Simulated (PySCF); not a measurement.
**H5N2OSi2, doublet, SMILES `[O][SiH]1N[SiH2]N1`: what the electrons do**

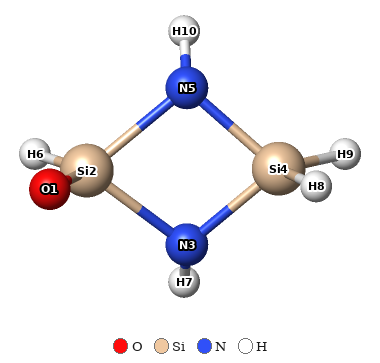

The molecule, with its atoms numbered as below. No frequency check shows the geometry to be a minimum.

Geometry (Å), atoms numbered from 1:

```
O1       1.9985    0.0016    0.8493
Si2      1.0849   -0.0008   -0.3531
N3      -0.3685    1.1325   -0.2548
Si4     -1.5628    0.0005    0.2978
N5      -0.3686   -1.1332   -0.2518
H6       1.4256   -0.0040   -1.7690
H7      -0.5467    1.8102   -0.9782
H8      -1.6819    0.0028    1.7391
H9      -2.7876   -0.0009   -0.4921
H10     -0.5469   -1.8127   -0.9734
```

Part 1: Bonding charge

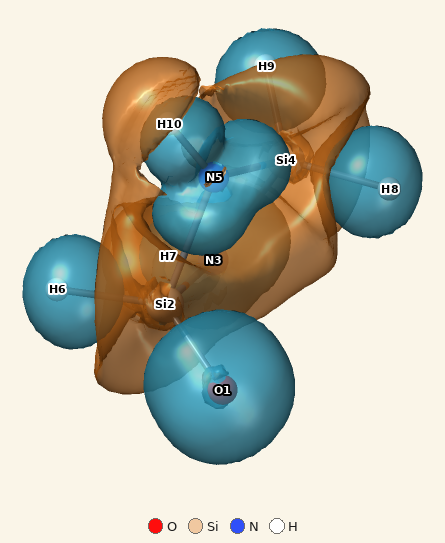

Deformation density (molecule less spherical, spin-averaged free atoms at the same positions), surfaces at ±0.04 e/Å³; light blue: gain, orange: loss.

PySCF calculation, B3LYP/def2-SVP, gas phase; geometry: GFN2-xTB. The stability of the open-shell solution wasn't checked. GFN2-xTB doesn't know the spin state, so this open-shell geometry is rough.

Q: Describe the bonding that the map shows.

A: N3–H7 and N5–H10: +0.77 e/Å³ at the bond critical point (bond length 1.01 Å, Mayer order 0.9). Si4–H8: +0.21 e/Å³ at the bond critical point (bond length 1.45 Å, Mayer order 0.9). Si4–H9: +0.19 e/Å³ at the bond critical point (bond length 1.46 Å, Mayer order 0.9). Si2–H6: +0.19 e/Å³ at the bond critical point (bond length 1.46 Å, Mayer order 0.9). O1–Si2: +0.11 e/Å³ at the bond critical point (bond length 1.51 Å, Mayer order 2.1); up to 0.6 Å beside the axis the gain reaches +0.40 e/Å³. N3–Si4 and Si4–N5: +0.06 e/Å³ at the bond critical point (bond length 1.74 Å, Mayer order 1.0); up to 0.6 Å beside the axis the gain reaches +0.38 e/Å³. Si2–N5: −0.01 e/Å³ at the bond critical point (bond length 1.84 Å, Mayer order 0.7); up to 0.6 Å beside the axis the gain reaches +0.36 e/Å³. Si2–N3: −0.01 e/Å³ at the bond critical point (bond length 1.85 Å, Mayer order 0.7); up to 0.6 Å beside the axis the gain reaches +0.36 e/Å³. In all, 2.5 electrons gather in the regions of gain relative to the promolecule. A small or negative value marks a very polar bond, one between electron-rich atoms, whose free-atom densities already overlap strongly, a long bond to a heavier atom, or a closed-shell contact such as a hydrogen bond.

Q: Where do the Hirshfeld charges lie?

A: The highest Hirshfeld charge is on Si4 (+0.47 e), the lowest on O1 (−0.47 e).

Part 2: Electrostatic potential

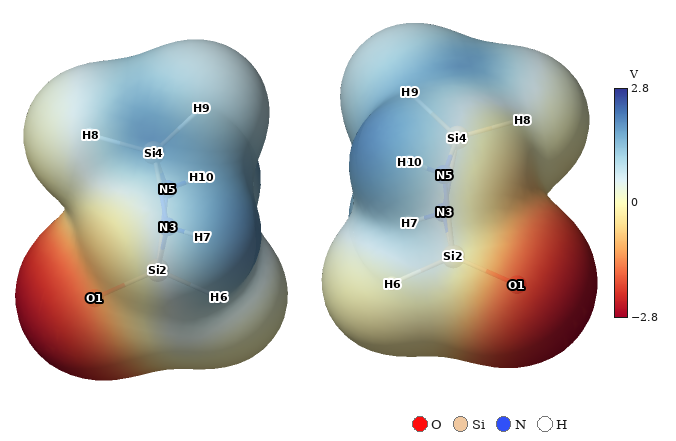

Electrostatic potential on the surface of electron density 0.001 a.u. (back view left, front view right).

Q: Where are the extremes of the potential on the surface?

A: Highest: 1.98 V, 1.2 Å from H10, and at like points elsewhere. Lowest: −2.77 V, 1.7 Å from O1. Further minima include 0.69 V, 1.5 Å from H9. The surface is sampled at points, so like sites can differ by a few per cent and only the strongest of them is named.

Part 3: Spin density

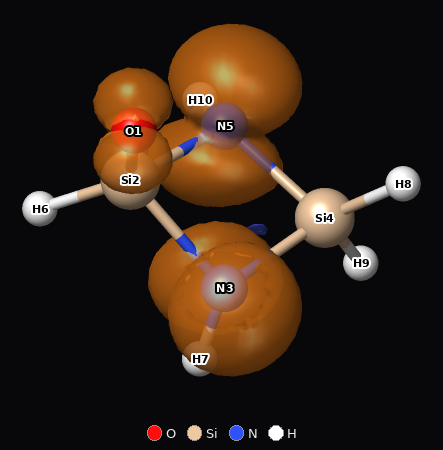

Spin density ρα − ρβ at ±0.02 e/Å³ (orange: excess α, blue: excess β).

Q: Give the atomic spin populations that go with this picture.

A: Hirshfeld spin populations: N3 and N5 +0.43 and O1 +0.07. ⟨S²⟩ = 0.76, against 0.75 for a pure state.

Part 4: In an electric field

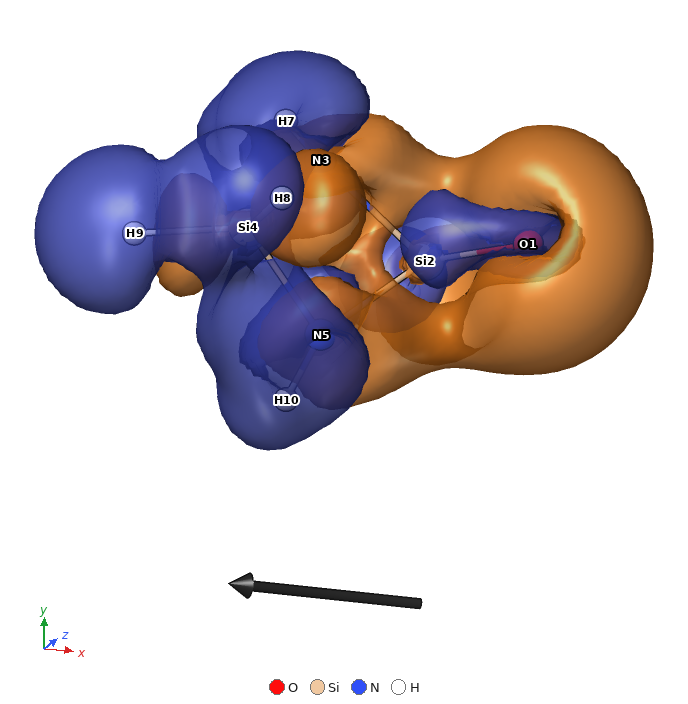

Change of the electron density in a uniform field of 0.41 V/Å along −x (arrow), surfaces at ±0.002 e/Å³ (orange: gain, blue: loss).

Level of theory: BLYP/aug-cc-pVDZ (PySCF), at a geometry from GFN2-xTB. The stability of the open-shell solution wasn't checked. GFN2-xTB doesn't know the spin state, so this open-shell geometry is rough.

The field was applied in both directions; the picture shows the one opposite to the script's first.

Q: How large is the response?

A: The induced dipole is 2.06 D (along the field); α along this axis, from the fields in both directions, is 105 bohr³ (15.6 Å³). The response isn't linear: the two directions induce 2.23 and 2.06 D.

Part 5: Removing or adding an electron

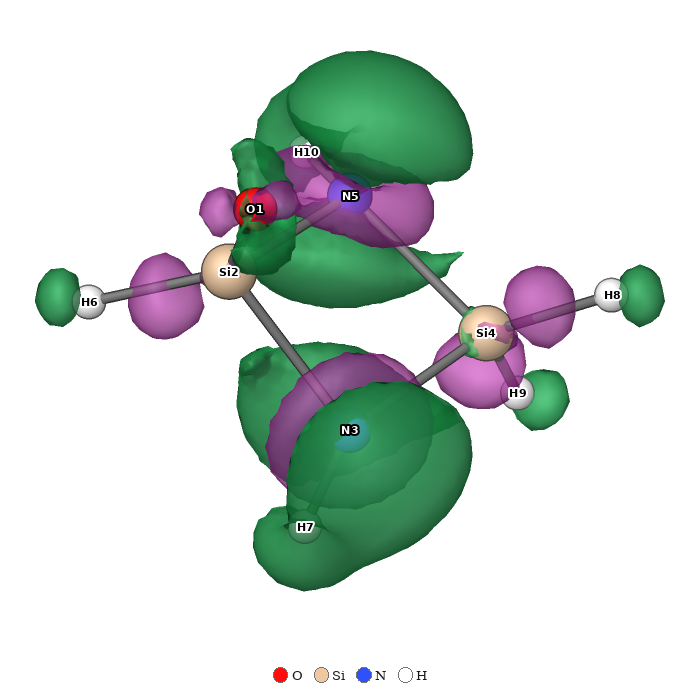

Fukui function f⁺ = ρ(N+1) − ρ(N) at fixed geometry, surfaces at ±0.03 e/Å³ (green positive, purple negative).

Computed with PySCF, M06-2X/def2-SVP, geometry: GFN2-xTB. GFN2-xTB doesn't know the spin state, so this open-shell geometry is rough.

Q: On which atoms does the density change most on addition of an electron?

A: f⁺ (Hirshfeld-condensed) is largest on N3 and N5 (0.21 each) and Si4 (0.13); the vertical electron affinity is 2.60 eV (to the singlet anion, which needn't be its lowest state; rough: the basis has no diffuse functions). Condensed values hint at sites of nucleophilic attack but needn't mark the atom that reacts. Orbital relaxation makes it negative in places (0.30 e in all).

```json
{"atom": "O1", "f⁺": "+0.07", "charge": "−0.51"}
{"atom": "Si2", "f⁺": "+0.08", "charge": "+0.41"}
{"atom": "N3", "f⁺": "+0.21", "charge": "−0.21"}
{"atom": "Si4", "f⁺": "+0.13", "charge": "+0.48"}
{"atom": "N5", "f⁺": "+0.21", "charge": "−0.21"}
{"atom": "H6", "f⁺": "+0.05", "charge": "−0.10"}
{"atom": "H7", "f⁺": "+0.08", "charge": "+0.14"}
{"atom": "H8", "f⁺": "+0.05", "charge": "−0.06"}
{"atom": "H9", "f⁺": "+0.05", "charge": "−0.07"}
{"atom": "H10", "f⁺": "+0.08", "charge": "+0.14"}
```
